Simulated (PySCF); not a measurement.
**C$_{4}$H$_{11}$BO$_{4}$Si: density, localisation and related maps**

Input

```
{"job": {"kind": "nmr", "xc": "PBE0", "basis": "pcSseg-1"}, "charge": 0, "multiplicity": 1}
C     -3.025141     0.904092    -0.858333
O     -1.909288     1.207916    -0.058856
B     -1.101063     0.251078     0.451803
C      0.148518     0.753679     1.308429
C      1.317195     0.998487     0.411014
O      1.730891     2.073556     0.055167
O      1.894742    -0.137470    -0.028343
Si     3.217037     0.071966    -1.108629
O     -1.390657    -1.052275     0.210359
C     -0.644785    -2.133078     0.708572
H     -3.450909    -0.080264    -0.611591
H     -2.744295     0.904074    -1.924255
H     -3.786400     1.682041    -0.702133
H      0.428208    -0.000451     2.058759
H     -0.108756     1.700303     1.798691
H      3.608569    -1.332792    -1.404847
H      2.778321     0.756319    -2.352553
H      4.334516     0.786173    -0.438370
H     -0.826491    -2.279642     1.787080
H     -0.968745    -3.043223     0.183939
H      0.434397    -1.993899     0.543220
```

Launched as:

```sh
OMP_NUM_THREADS=1 python probes_run.py task.json out
```

Geometry: PBE0-D3(BJ)/def2-SVP.

All numbers below come from PBE0/pcSseg-1, SCF density, gas phase, non-relativistic (PySCF 2.14.0).

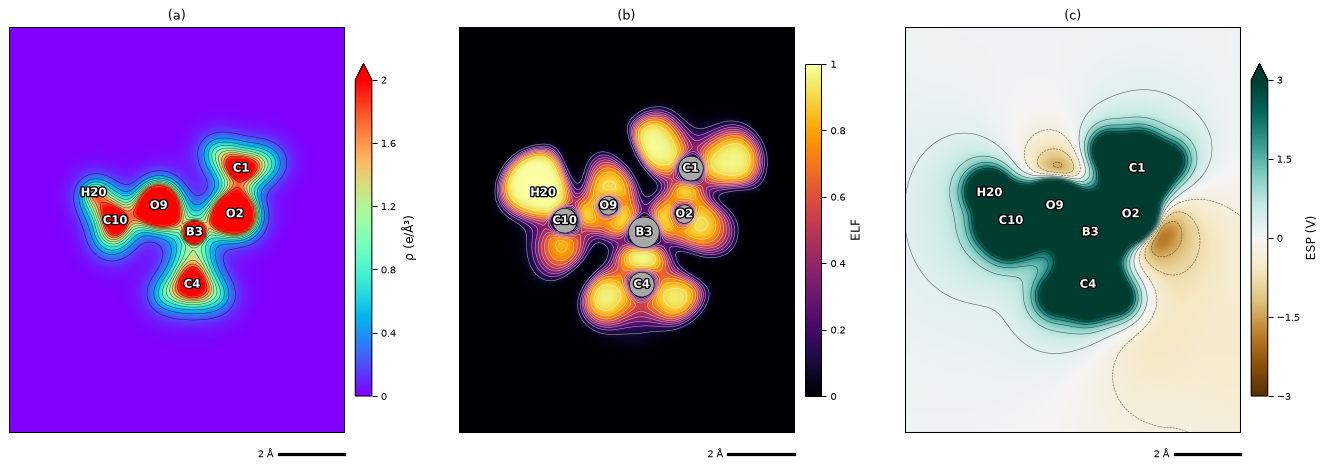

Figure 1. (a) electron density; (b) electron localisation function; (c) molecular electrostatic potential on the plane of atoms O2, B3 and O9. Grey discs cover the atomic cores in the ELF map.

> What does the map show?

Atoms in the plane: C, O, B and H.
B–O (1.35 Å): the density is about 2.2 e/Å³ at the midpoint; the ELF peaks at about 0.90 between the atoms: a polar covalent bond.
C–B (1.60 Å): ρ at the midpoint is about 1.3 e/Å³; the ELF peaks at about 1 between the atoms, as expected for a shared electron pair.
C–H (1.10 Å): ρ is about 2 e/Å³ halfway; the ELF climbs to about 1 towards the hydrogen, as it does in any bond to H; a covalent bond by its length.
The ELF also peaks beside O2 and O9, away from the bonds: lone-pair regions.
Outside the dense part of the molecule the potential is most negative (−1.9 V) near O2.

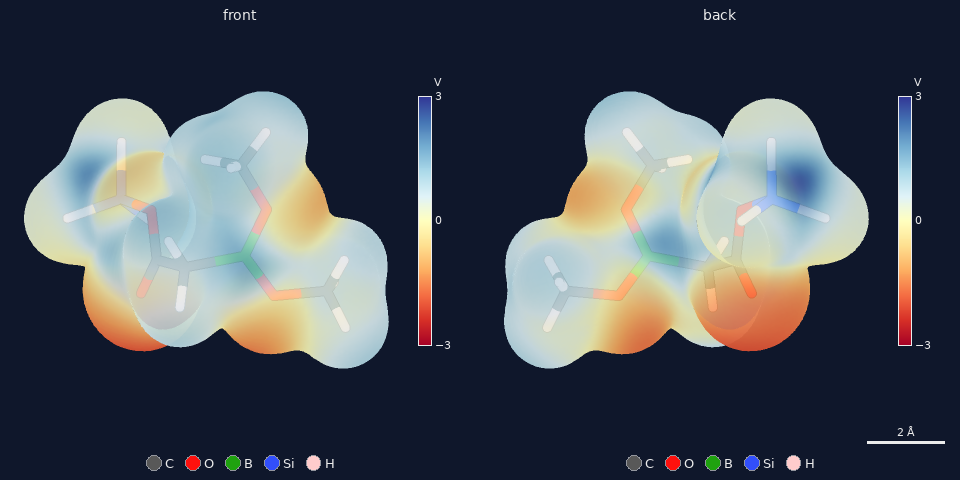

Figure 2. The molecular electrostatic potential painted on the density surface at 0.004 e/bohr³, seen from the front and from behind; red is negative and blue positive.

> Where is the surface potential most negative and most positive?

The most negative region (about −2.0 V) lies over O6, the most positive (about +2.2 V) over Si8. O6 is the likeliest acceptor of a hydrogen bond.

> How polar is the molecule by this calculation?

Its dipole moment is 3.04 D.
